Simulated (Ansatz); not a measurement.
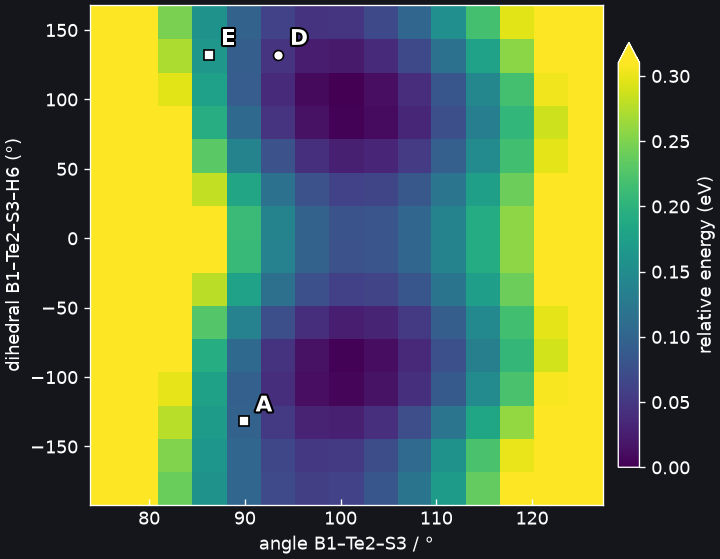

BH₃STe, SMILES B[Te]S. First axis: angle B1–Te2–S3. Second axis: dihedral B1–Te2–S3–H6. Nothing is relaxed (all other coordinates rigid). The grid has 15 × 15 points. All energies are given in eV relative to the lowest grid point. Theory: Ansatz, RKS PBE0-D4/def2-TZVP.

Drawn: one coloured cell a grid point, one colour for all values above the top of the scale, lettered points.

What kind of point is each of A, D, E: minimum, saddle, maximum or slope?

A: on a slope; D: on a slope; E: on a slope. (In these two coordinates alone; a stationary point may lie a little off the grid point.)

Rank the lettered points by energy, lowest first.

D (0.046 eV), A (0.097 eV), E (0.165 eV).
